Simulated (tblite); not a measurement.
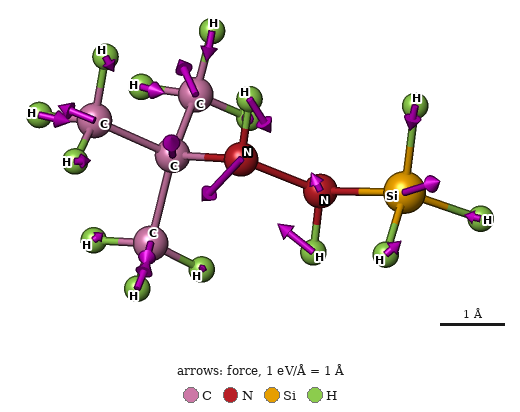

Starting geometry of C₄H₁₄N₂Si with the computed forces as purple arrows. Style: ball-and-stick. Shown at a tilt.

Theory: GFN2-xTB geometry optimisation, gas phase in tblite. 

### What follows when this structure is relaxed?

It isn't relaxed: the largest force vector, on an N atom, is 1.24 eV/Å. The final displacements have little in common with the starting forces (cosine between the two patterns 0.09). The atom that moves furthest after the best rigid fit is an H atom (1.59 Å). Largest moves by element: H 1.59 Å, N 0.69 Å, Si 0.46 Å, C 0.45 Å. Some distances before and after: N–N 1.467 → 1.425 Å, C–N 1.497 → 1.471 Å, H–Si 1.490 → 1.465 Å, C–H 1.107 → 1.087 Å. Bond angles that change, for instance: Si–N–H 105.6° → 118.4°, N–N–Si 114.3° → 124.3°, N–Si–H 108.3° → 115.2°. Over 146 geometry steps the energy falls by 0.357 eV. The run took 3.2 s on 1 thread of Intel(R) Xeon(R) Processor @ 2.50GHz (shared host).
